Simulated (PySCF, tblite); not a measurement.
# C3H11BN2Si: geometry, infrared bands and NMR shifts

Aim: predict the infrared bands and NMR shifts of C3H11BN2Si (`C[Si@@H]1NBCCN1`).

Programs: tblite 0.8.0 and PySCF 2.14.0, with density-fitted response routines of our own. Each step states its level of theory. These are calculated values for one molecule in the gas phase, unless marked as measured. Atoms are numbered from 0 throughout.

## Step 1: Starting geometry

18 atoms, charge 0, multiplicity 1; geometry from: force field or distance geometry start.

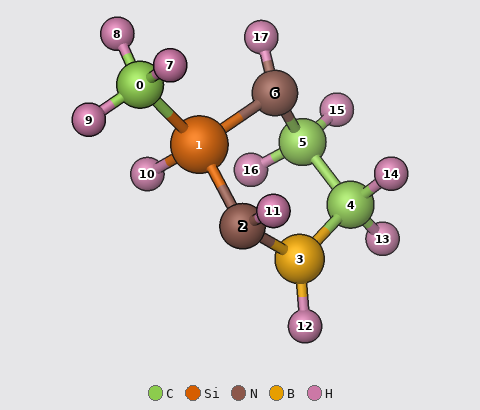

The starting geometry (carbon green, silicon orange, nitrogen brown, boron amber, hydrogen pink), atoms numbered.

## Step 2: Relaxing the molecule with GFN2-xTB

Job settings and geometry (Å):

```
{"job": {"kind": "relax", "xc": "GFN2-xTB", "basis": "xTB"}, "charge": 0, "multiplicity": 1}
C      2.703600     0.191100     0.158400
Si     0.965300     0.140500    -0.496500
N      0.076200     1.659000    -0.291300
B     -1.383900     1.340000    -0.655300
C     -2.077200    -0.035100    -0.253200
C     -1.223500    -1.243700    -0.615900
N     -0.037300    -1.135900     0.215800
H      2.798000     0.513400     1.210600
H      3.167800    -0.813800     0.023100
H      3.280600     0.887600    -0.485900
H      1.048200    -0.116200    -1.943700
H      0.107400     1.999900     0.699400
H     -1.991800     2.142300    -1.250800
H     -3.086400    -0.132700    -0.710600
H     -2.141400    -0.030900     0.858400
H     -1.767100    -2.189700    -0.453400
H     -0.890700    -1.129300    -1.669600
H      0.443600    -2.040200     0.384200
```

Run with:

```sh
$ OMP_NUM_THREADS=1 python probes_run.py task.json out
```

This one command runs all jobs of the session in turn.

Standard output:

```text
step      E/eV     max force
  0    -567.51041    2.226
  1    -567.71544    1.614
  2    -567.83740    0.861
  3    -567.89022    0.810
  4    -567.96239    0.588
  5    -567.99722    0.614
  6    -568.07958    0.855
  7    -568.15275    0.930
  8    -568.25834    0.923
  9    -568.34663    0.772
 10    -568.41707    1.152
 11    -568.33958    3.534
 12    -568.51247    0.653
 13    -568.54615    0.437
 14    -568.59590    0.359
 15    -568.62556    0.357
 16    -568.65757    0.393
 17    -568.69341    0.440
 18    -568.71997    0.354
 19    -568.73809    0.288
 20    -568.75443    0.428
 21    -568.77368    0.467
 22    -568.79929    0.436
 23    -568.82466    0.324
 24    -568.84181    0.322
 25    -568.85432    0.327
 26    -568.86786    0.263
 27    -568.88732    0.384
 28    -568.91350    0.321
 29    -568.93156    0.251
 30    -568.94046    0.276
 31    -568.94674    0.353
 32    -568.95169    0.157
 33    -568.95640    0.115
 34    -568.95847    0.113
 35    -568.96112    0.121
 36    -568.96289    0.099
 37    -568.96470    0.137
 38    -568.96652    0.140
 39    -568.96861    0.108
 40    -568.97048    0.103
 41    -568.97192    0.090
 42    -568.97311    0.093
 43    -568.97431    0.079
 44    -568.97556    0.078
 45    -568.97675    0.078
 46    -568.97773    0.060
 47    -568.97854    0.057
 48    -568.97926    0.064
 49    -568.97999    0.068
 50    -568.98078    0.062
 51    -568.98157    0.059
 52    -568.98229    0.070
 53    -568.98294    0.074
 54    -568.98357    0.073
 55    -568.98426    0.070
 56    -568.98507    0.066
 57    -568.98605    0.072
 58    -568.98720    0.086
 59    -568.98844    0.088
 60    -568.98967    0.099
 61    -568.99102    0.099
 62    -568.99283    0.111
 63    -568.99511    0.133
 64    -568.99733    0.110
 65    -568.99884    0.073
 66    -568.99973    0.061
 67    -569.00037    0.054
 68    -569.00097    0.061
 69    -569.00150    0.068
 70    -569.00197    0.051
 71    -569.00233    0.044
 72    -569.00256    0.046
 73    -569.00280    0.036
 74    -569.00298    0.030
 75    -569.00309    0.026
 76    -569.00318    0.027
 77    -569.00333    0.042
 78    -569.00357    0.049
 79    -569.00384    0.035
 80    -569.00405    0.030
 81    -569.00421    0.030
 82    -569.00434    0.029
 83    -569.00450    0.039
 84    -569.00466    0.024
 85    -569.00478    0.020
 86    -569.00487    0.023
 87    -569.00498    0.025
 88    -569.00515    0.031
 89    -569.00534    0.031
 90    -569.00550    0.027
 91    -569.00562    0.025
 92    -569.00574    0.032
 93    -569.00589    0.036
 94    -569.00602    0.032
 95    -569.00611    0.022
 96    -569.00616    0.018
 97    -569.00620    0.012
 98    -569.00623    0.009
```

Run time: 1.2 s. Hardware: 1 thread of Arm Neoverse N1, shared host; peak memory 0.18 GiB.

Relaxation path: (not every step is listed)

```
step  energy from step 0 (eV)  largest force (eV/Å)
   0                   0.0000                2.2261
   1                  -0.2050                1.6145
   2                  -0.3270                0.8613
   3                  -0.3798                0.8103
   4                  -0.4520                0.5881
   5                  -0.4868                0.6143
   6                  -0.5692                0.8547
   7                  -0.6423                0.9305
   8                  -0.7479                0.9228
  16                  -1.1472                0.3927
  24                  -1.3314                0.3217
  32                  -1.4413                0.1568
  40                  -1.4601                0.1030
  48                  -1.4688                0.0639
  56                  -1.4747                0.0656
  64                  -1.4869                0.1095
  72                  -1.4922                0.0461
  80                  -1.4936                0.0304
  88                  -1.4947                0.0311
  93                  -1.4955                0.0360
  94                  -1.4956                0.0318
  95                  -1.4957                0.0225
  96                  -1.4958                0.0179
  97                  -1.4958                0.0124
  98                  -1.4958                0.0095
```

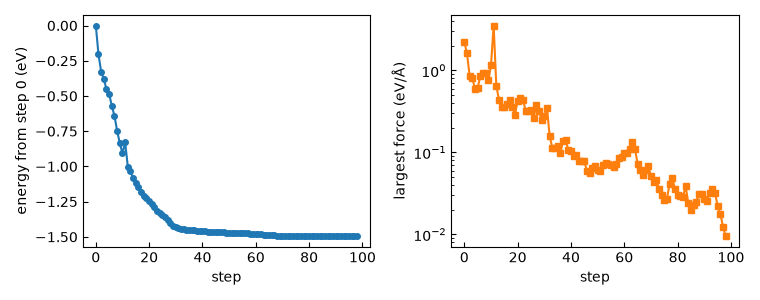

Energy and force, step by step.

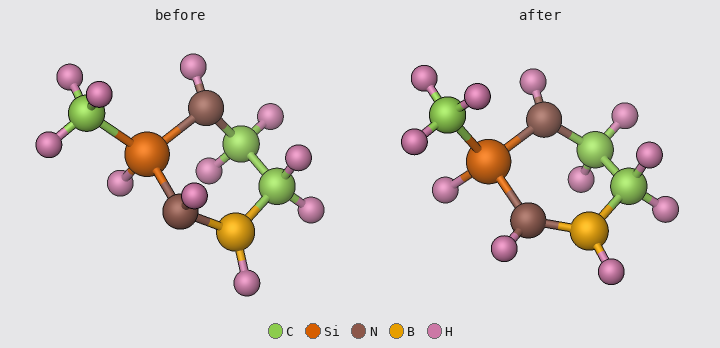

Before and after, at one scale.

Close pairs (by a distance rule), those that changed most:

```
  bond  before (Å)  after (Å)  change (Å)
 N2–B3       1.538      1.392      -0.147
Si1–N6       1.773      1.714      -0.059
N2–H11       1.048      1.008      -0.040
C0–Si1       1.858      1.893      +0.035
 C0–H8       1.115      1.084      -0.031
N6–H17       1.038      1.008      -0.030
 C0–H9       1.110      1.085      -0.026
Si1–N2       1.772      1.747      -0.025
```

The next job starts from the end point, and lists it.

## Step 3: Infrared spectrum with GFN2-xTB

Job settings and geometry (Å):

```
{"job": {"kind": "ir", "xc": "GFN2-xTB", "basis": "xTB"}, "charge": 0, "multiplicity": 1}
C      2.565974     0.227861     0.423165
Si     1.098741     0.038265    -0.757491
N      0.014074     1.405520    -0.688678
B     -1.347503     1.355066    -0.405857
C     -2.023971    -0.044949    -0.078522
C     -1.297389    -1.276326    -0.619281
N      0.104116    -1.254811    -0.232188
H      2.251348     0.357593     1.453531
H      3.210888    -0.642822     0.379214
H      3.166232     1.088050     0.146776
H      1.578459    -0.019018    -2.158561
H      0.428196     2.307544    -0.866351
H     -1.975744     2.348724    -0.367523
H     -3.058977    -0.081667    -0.424436
H     -2.066697    -0.130942     1.011463
H     -1.754119    -2.186508    -0.215820
H     -1.404045    -1.307224    -1.713432
H      0.501658    -2.178036    -0.162426
```

Standard output:

```text
mode    cm-1     km/mol
  1      75.3      0.08
  2     103.0      0.06
  3     145.4      1.03
  4     192.5      0.98
  5     200.9      1.80
  6     273.9     10.18
  7     315.5     11.44
  8     389.0     40.21
  9     465.8     50.02
 10     515.1      3.07
 11     622.7     29.66
 12     644.4     72.61
 13     680.6     42.69
 14     710.6     87.05
 15     752.6     77.70
 16     774.6     28.61
 17     797.4     83.13
 18     820.6     11.46
 19     842.9    174.85
 20     847.5     92.15
 21     873.8    170.11
 22     975.0     31.02
 23    1023.3     25.47
 24    1053.7     61.70
 25    1143.5     30.79
 26    1179.7     12.94
 27    1201.3      6.38
 28    1245.9     64.44
 29    1292.6     31.79
 30    1325.3     28.80
 31    1363.3    163.06
 32    1377.0     25.28
 33    1379.8    316.76
 34    1470.1      1.41
 35    1489.7      0.29
 36    1499.9      1.09
 37    1500.4      0.56
 38    2094.1    388.55
 39    2575.5    238.53
 40    2852.9     82.45
 41    2922.7     79.18
 42    2948.9     51.81
 43    2980.2     64.02
 44    3048.1     24.18
 45    3053.2     45.74
 46    3059.0     24.63
 47    3452.8      6.25
 48    3458.2      4.81
```

Run time: 1.1 s. Hardware: 1 thread of Arm Neoverse N1, shared host; peak memory 0.18 GiB.

The strongest bands and the atoms that carry them (share of the mass-weighted mode):

```
cm⁻¹  km/mol                                  atoms
 711    87.0                      H10 52 %, N2 16 %
 843   174.8             Si1 24 %, H8 20 %, C0 12 %
 848    92.2             B3 27 %, H12 12 %, C4 12 %
 874   170.1    Si1 29 %, H9 16 %, N6 11 %, C5 10 %
1363   163.1  H15 19 %, H16 17 %, H17 15 %, B3 12 %
1380   316.8             B3 39 %, N2 27 %, H15 11 %
2094   388.6                               H10 97 %
2576   238.5                               H12 92 %
```

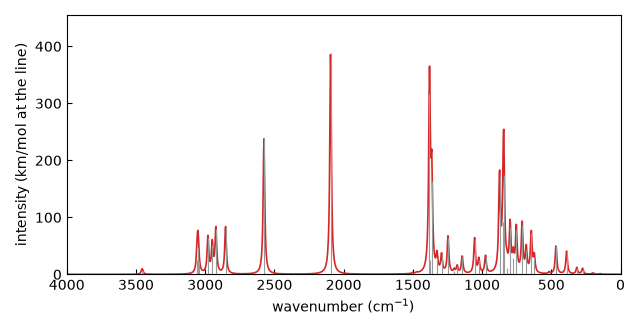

The infrared spectrum from these modes, unscaled. Lines are broadened to a width of 14 cm⁻¹ (Lorentzian).

## Step 4: NMR shieldings: PBE0/pcSseg-1

The job, as its differences from that of step 3:

```diff
@@ -1,2 +1,2 @@
-{"job": {"kind": "ir", "xc": "GFN2-xTB", "basis": "xTB"}, "charge": 0, "multiplicity": 1}
+{"job": {"kind": "nmr", "xc": "PBE0", "basis": "pcSseg-1"}, "charge": 0, "multiplicity": 1}
 C      2.565974     0.227861     0.423165
```

Method: GIAO PBE0/pcSseg-1 NMR shielding, non-relativistic, gas phase.

Standard output:

```text
coarse grid: 14912 points
cycle   1  E = -544.2937177056  dE =  7.361e-01  |g| = 6.148e-01  |ddm| = 3.735e+00
cycle   2  E = -544.2471281806  dE =  4.659e-02  |g| = 7.728e-01  |ddm| = 1.242e+00
cycle   3  E = -544.3826573455  dE = -1.355e-01  |g| = 8.060e-02  |ddm| = 7.713e-01
cycle   4  E = -544.3839102950  dE = -1.253e-03  |g| = 3.278e-02  |ddm| = 9.476e-02
cycle   5  E = -544.3841597746  dE = -2.495e-04  |g| = 5.310e-03  |ddm| = 2.808e-02
cycle   6  E = -544.3841655257  dE = -5.751e-06  |g| = 1.971e-03  |ddm| = 6.551e-03
final grid: 137840 points
cycle   7  E = -544.4183263893  dE = -3.642e-05  |g| = 9.553e-03  |ddm| = 2.580e-02
cycle   8  E = -544.4183132542  dE =  1.314e-05  |g| = 1.229e-02  |ddm| = 2.046e-02
cycle   9  E = -544.4183484833  dE = -3.523e-05  |g| = 9.685e-04  |ddm| = 1.154e-02
cycle  10  E = -544.4183486736  dE = -1.904e-07  |g| = 2.839e-04  |ddm| = 1.003e-03
cycle  11  E = -544.4183486908  dE = -1.721e-08  |g| = 3.801e-05  |ddm| = 2.386e-04
cycle  12  E = -544.4183486911  dE = -2.835e-10  |g| = 1.638e-05  |ddm| = 5.190e-05
converged SCF energy = -544.4183486911

GIAO shielding tensors (ppm)
atom      isotropic    diamagn.    paramagn.     s11        s22        s33       span
  0 C      185.282     254.787     -69.505    177.719    182.484    195.644     17.925
  1 Si     371.560     881.448    -509.888    324.051    370.958    419.672     95.621
  2 N      139.873     324.941    -185.068     30.416    159.318    229.885    199.469
  3 B       55.133     192.779    -137.646     12.779     35.616    117.005    104.225
  4 C      162.034     250.087     -88.053    144.558    166.514    175.031     30.473
  5 C      144.634     242.682     -98.048    124.740    141.532    167.629     42.888
  6 N      233.444     323.394     -89.951    199.823    239.192    261.317     61.494
  7 H       31.492      32.538      -1.047     27.228     29.405     37.842     10.614
  8 H       31.637      30.037       1.600     27.432     29.200     38.278     10.847
  9 H       31.722      29.645       2.077     27.568     28.882     38.717     11.149
 10 H       26.132      29.289      -3.157     23.304     23.631     31.461      8.157
 11 H       27.502      30.907      -3.405     22.823     26.172     33.509     10.686
 12 H       26.226      29.563      -3.337     25.318     26.322     27.039      1.721
 13 H       30.552      29.578       0.974     26.026     28.291     37.340     11.314
 14 H       30.531      31.167      -0.637     27.081     28.671     35.840      8.759
 15 H       28.586      29.351      -0.766     22.972     27.966     34.819     11.847
 16 H       28.413      29.505      -1.092     23.079     27.829     34.331     11.252
 17 H       31.181      33.538      -2.357     22.420     29.410     41.712     19.292
```

Wall time 61 s (1 thread of Arm Neoverse N1, shared host); peak memory 0.82 GiB.

The references, computed at this level on geometries of the same kind, shield at (ppm): 1H TMS 31.72, 13C TMS 186.9, 29Si TMS 349.2, 15N NH3 267.7, 11B BF3·OEt2 100.1. Their shielding less the atom's gives the shift. The references are single molecules in the gas phase, so shifts against H2O, NH3, PH3, H3PO4 or CFCl3 are not on the usual liquid scales and can be off by tens of ppm. Atoms listed in one row are averaged.

```
     atoms                                                   environment  σ (ppm)  δ (ppm)  δ scaled to CDCl3
        C5                                           sp3 CH2 bonded to N    144.6     42.3               39.4
        C4                                           sp3 CH2 bonded to B    162.0     24.9               22.4
        C0                                    methyl carbon bonded to Si    185.3      1.6               -0.3
       H10  hydrogen on a silicon bonded to C, 2 N, in a 6-membered ring    26.13     5.58                  –
       H12      hydrogen on a boron bonded to C, N, in a 6-membered ring    26.23     5.49                  –
       H11  hydrogen on a nitrogen bonded to B, Si, in a 6-membered ring    27.50     4.22                  –
       H16                            hydrogen on an sp3 CH2 bonded to N    28.41     3.30               3.22
       H15                            hydrogen on an sp3 CH2 bonded to N    28.59     3.13               3.06
       H14                            hydrogen on an sp3 CH2 bonded to B    30.53     1.19               1.22
       H13                            hydrogen on an sp3 CH2 bonded to B    30.55     1.16               1.20
       H17  hydrogen on a nitrogen bonded to C, Si, in a 6-membered ring    31.18     0.54                  –
H7, H8, H9                      hydrogen on a methyl carbon bonded to Si    31.62     0.10               0.20
       Si1             silicon bonded to C, 2 N, H, in a 6-membered ring    371.6    -22.4                  –
        N2             nitrogen bonded to B, Si, H, in a 6-membered ring    139.9    127.9                  –
        N6             nitrogen bonded to C, Si, H, in a 6-membered ring    233.4     34.3                  –
        B3                 boron bonded to C, N, H, in a 6-membered ring     55.1     44.9                  –
```

The scaled column applies a straight-line fit of computed shieldings to shifts measured in CDCl3 (root-mean-square error 0.16 ppm for H, 1.9 ppm for C).

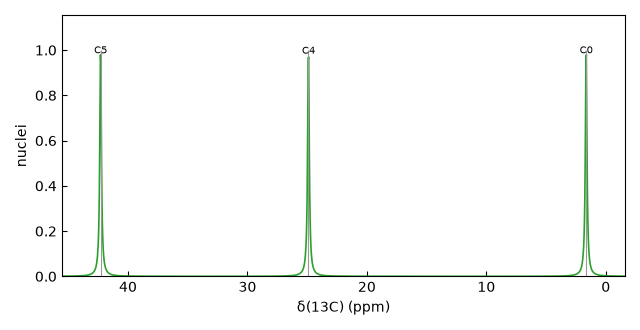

13C lines at the computed shifts, without couplings. Lines are broadened to a width of 0.16 ppm (Lorentzian).

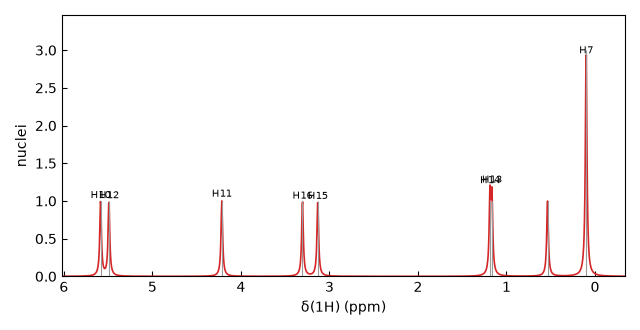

1H lines at the computed shifts, without couplings. Lines are broadened to a width of 0.02 ppm (Lorentzian).

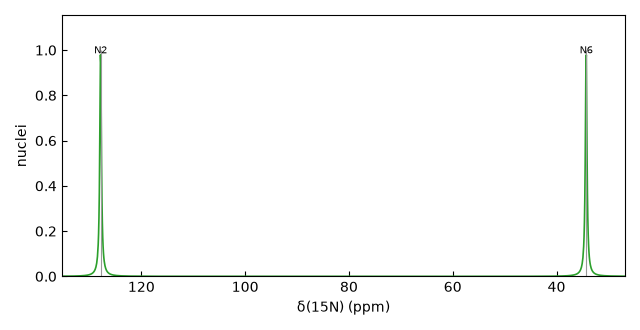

15N lines at the computed shifts, without couplings. Lines are broadened to a width of 0.37 ppm (Lorentzian).

The run also stored atomic charges by several schemes (e):

```
atoms  Mulliken    IAO  Hirshfeld  ESP fit
   C0     -0.64  -0.74      -0.22    -0.83
  Si1      0.98   1.16       0.43     0.99
   N2     -0.66  -0.65      -0.26    -0.71
   B3      0.34   0.13       0.14     0.38
   C4     -0.44  -0.41      -0.15    -0.21
   C5     -0.03  -0.13      -0.02     0.16
   N6     -0.67  -0.69      -0.25    -0.78
```

ESP fit charges:

C0 -0.83; Si1 0.99; N2 -0.71; B3 0.38; C4 -0.21; C5 0.16; N6 -0.78; H7 0.20; H8 0.19; H9 0.19; H10 -0.22; H11 0.33; H12 -0.16; H13 0.03; H14 0.07; H15 0.04; H16 0.00; H17 0.33

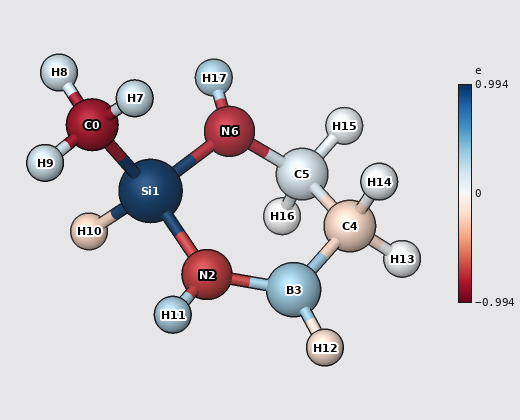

ESP fit charges, as colours on the atoms.

Mayer bond orders: C0–Si1 0.94, Si1–N2 0.88, N2–B3 1.32, B3–C4 0.97, C4–C5 1.05, C5–N6 0.96, N6–Si1 1.01.

Ring of atoms Si1, N2, B3, C4, C5, N6: NICS(0) -0.8, NICS(1) -0.9, NICS(1)zz 3.6 ppm (means of both faces).

The fields below are evaluated on a grid from the run's orbitals.

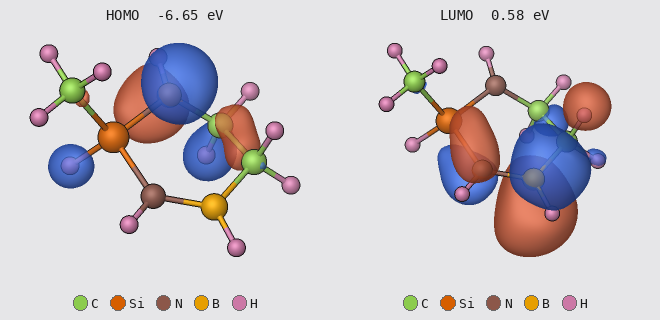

PBE0/pcSseg-1 orbitals near the gap, drawn at the value that encloses 70 % of each; the two colours are the two signs.

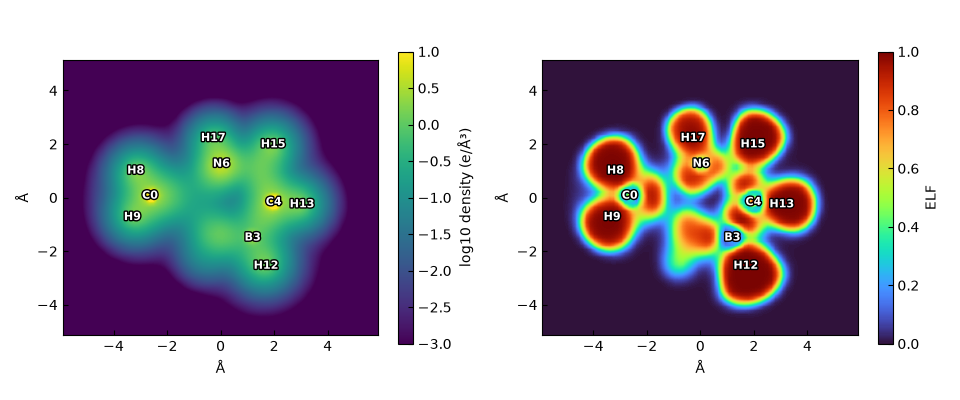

Density (left) and ELF (right) in a plane through or near 10 of the atoms.

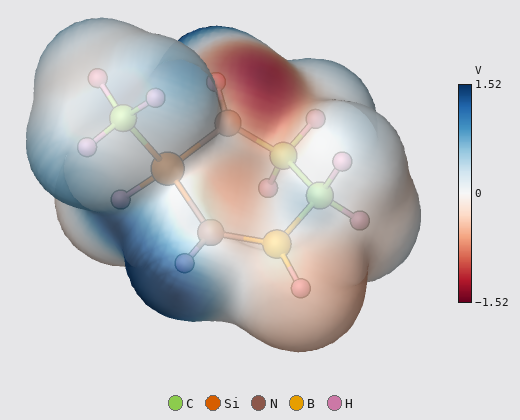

Electrostatic potential on the surface of density 0.002 e/bohr³; red is low, blue high. It runs from -1.03 V near N6 to 1.52 V near H11.

## Step 5: What came out

| quantity | value |
| --- | --- |
| strongest single infrared mode (GFN2-xTB) | 2094 cm⁻¹, 389 km/mol |
| zero-point energy (GFN2-xTB) | 91.5 kcal/mol |
| 13C shifts against TMS (PBE0/pcSseg-1) | 42.3, 24.9, 1.6 ppm |
| 1H shifts against TMS (PBE0/pcSseg-1, means over atoms taken as alike) | 5.58, 5.49, 4.22, 3.30, 3.13, 1.19, 1.16, 0.54, 0.10 ppm |
| 29Si shifts against TMS (PBE0/pcSseg-1) | -22.4 ppm |
| 15N shifts against NH3 (PBE0/pcSseg-1) | 127.9, 34.3 ppm |
| 11B shifts against BF3·OEt2 (PBE0/pcSseg-1) | 44.9 ppm |
| surface potential, least and greatest | -1.03 V and 1.52 V |

What this shows: The optimisation took 98 steps and gained 1.496 eV; among the close pairs (by a distance rule), N2–B3 changed most, from 1.538 to 1.392 Å. No mode is imaginary among the 48: a minimum at this level. The strongest single mode, at 2094 cm⁻¹, moves mainly H10. GFN2-xTB is a fitted tight-binding method: band positions and strengths are rough. Its intensities can rank the bands wrongly. The most deshielded carbon is C5 (sp3 CH2 bonded to N), at 42.3 ppm: pulled downfield by the heteroatom. At PBE0/pcSseg-1: The widest tensor belongs to N2: span 199 ppm, with a paramagnetic part of -185 ppm.
